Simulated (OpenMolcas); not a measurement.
```
&GATEWAY
Basis set
Ni.ANO-RCC-VDZP.
Ni1 0.0 0.0 0.0 Angstrom
End of basis
Basis set
F.ANO-RCC-VDZP.
L1 1.907000 0.000000 0.000000 Angstrom
L2 0.000000 1.907000 0.000000 Angstrom
L3 0.000000 0.000000 1.907000 Angstrom
End of basis
Basis set
Mg.EMB-AIMP.Lopez-Moraza.7s4p.1s1p.ECP.KMgF3.
PseudoCharge
* 3 symmetry-unique lattice sites within 7.6 angstrom
End of basis
Basis set
K.EMB-AIMP.Lopez-Moraza.0s.0s.ECP.KMgF3.
PseudoCharge
* 16 symmetry-unique lattice sites within 7.6 angstrom
End of basis
Basis set
Mg.EMB-AIMP.Lopez-Moraza.0s.0s.ECP.KMgF3.
PseudoCharge
* 10 symmetry-unique lattice sites within 7.6 angstrom
End of basis
Basis set
F.EMB-AIMP.Lopez-Moraza.0s.0s.ECP.KMgF3.
PseudoCharge
* 39 symmetry-unique lattice sites within 7.6 angstrom
End of basis
Symmetry
XYZ
AngMom=0.0 0.0 0.0
AMFI
RICD
XField
1521 Angstrom 0
* Evjen-weighted lattice charges
&SEWARD
&RASSCF
FileOrb=start.orb
Symmetry=1
Spin=3
nActEl=8 0 0
Inactive=18 21
Ras2=5 0
CIRoot=10 10 1
SDav=10
CIMx=300
Iter=150 100
PrWF=0.3
OrbListing=Nothing
MaxOrb=0
LevShft=1.0
>>> COPY $Project.JobIph JOB001
&RASSCF
FileOrb=start.orb
Symmetry=1
Spin=1
nActEl=8 0 0
Inactive=18 21
Ras2=5 0
CIRoot=15 15 1
SDav=15
CIMx=300
Iter=150 100
PrWF=0.3
OrbListing=Nothing
MaxOrb=0
LevShft=1.0
>>> COPY $Project.JobIph JOB002
&RASSI
NrOfJobIphs=2 10 15
1 2 3 4 5 6 7 8 9 10
1 2 3 4 5 6 7 8 9 10 11 12 13 14 15
IphNames
JOB001
JOB002
EJob
SpinOrbit
DIPRint=1.0
SOCoupling=1000.0
Subsets=2
Property=9
'ANGMOM' 1 'ANGMOM' 2 'ANGMOM' 3 'MLTPL  1' 1 'MLTPL  1' 2 'MLTPL  1' 3
'AMFI' 1 'AMFI' 2 'AMFI' 3
SOProperty=3
'ANGMOM' 1 'ANGMOM' 2 'ANGMOM' 3
```

Run as:
```bash
OMP_NUM_THREADS=1 MOLCAS_MEM=2457 MOLCAS_PROJECT=a pymolcas a.inp > a.log  # once for each step of the input, in one work folder
```

Level of the calculation: state-averaged CASSCF, active space 8 electrons in the shell 3d, basis ANO-RCC-VDZP on all atoms, DKH2 scalar Hamiltonian, spin-orbit coupling by RASSI with atomic mean-field integrals (OpenMolcas).

Ni²⁺ (3d⁸) as a dopant in KMgF₃, a cluster with its 6 nearest F⁻ at 1.907 Å (octahedron) embedded in model potentials and point charges; the geometry was set, not optimised. The cluster and the levels that result:

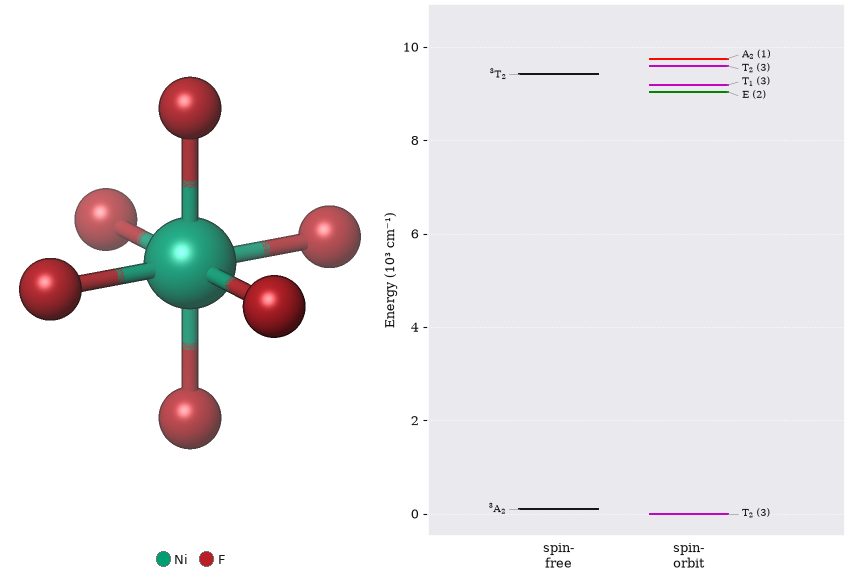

Labels give the representation in O, Td, D4 or D3 as the site allows (double group for half-integer spin) where it could be assigned and, in brackets, the degeneracy; spin-free states, where drawn, share the zero of the spin-orbit levels.

The ground level is T₂, 3-fold degenerate, 100 % from states of spin multiplicity 3. The next level lies at 9,040 cm⁻¹ (E). The lowest spin-free state is ³A₂, from the free-ion F term; of the same spin there follows at 9,310 cm⁻¹ (³T₂) above it. A ligand-field fit to the spin-free states gives |10Dq| = 9,120 cm⁻¹, B = 1,270 and C = 4,640 cm⁻¹ (rms misfit 90 cm⁻¹). The active orbitals hold 94 to 98 % metal character (Löwdin), and the Mulliken charge of the metal is +1.55.

Limits of the model: the geometry is set by hand, with no relaxation and no charge compensation.
